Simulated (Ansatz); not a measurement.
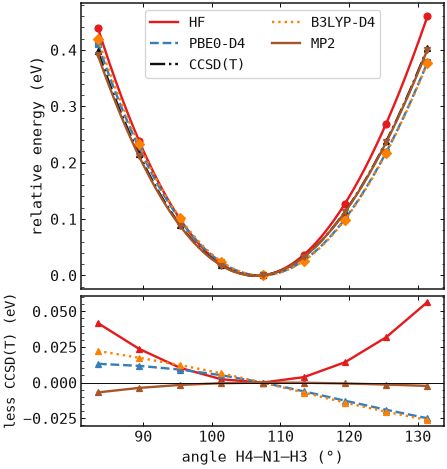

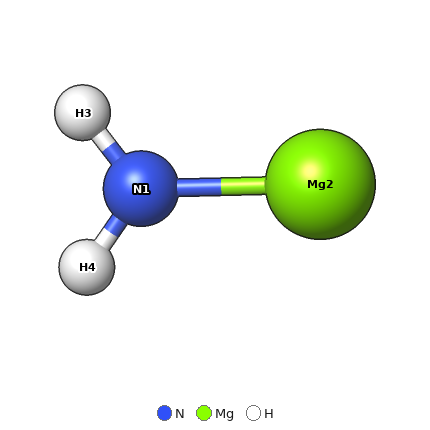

Rigid scan of the bend H4–N1–H3 in MgNH₂, SMILES [NH2][Mg], doublet. The Ansatz code 0.2.0, def2-TZVPP, cores frozen in correlated methods. A bend is scanned from the minimum (PBE0-D4/def2-TZVP); energies less that of the minimum at the same level; the first-named atom and what hangs on it turn in the plane. The outer core of Li, Na, Mg and K is correlated. Splines pass through the computed points, which are marked.

Q: Which curve follows CCSD(T) best, and which worst?

A: Best MP2, worst HF; largest departures: MP2 0.007, PBE0-D4 0.025, B3LYP-D4 0.026, HF 0.057 eV. CCSD(T) is in the same finite basis, not at its limit.

Q: How far can the coupled-cluster curve be trusted along the scan?

A: The calculation's T1 diagnostic reaches at most 0.012 (at 131°), under the customary mark of 0.045, so it gives no sign of multireference character.

Q: Give the values at the computed points.

A: In eV:
```csv
angle H4–N1–H3 (°),HF,PBE0-D4,CCSD(T),B3LYP-D4,MP2
83,0.439,0.411,0.397,0.420,0.390
89,0.239,0.227,0.215,0.232,0.211
95,0.099,0.098,0.089,0.101,0.087
101,0.020,0.023,0.018,0.024,0.017
107,0.000,0.000,0.000,0.000,0.000
113,0.037,0.027,0.033,0.026,0.033
119,0.127,0.100,0.113,0.099,0.112
125,0.269,0.218,0.238,0.217,0.236
131,0.459,0.378,0.403,0.377,0.401
```
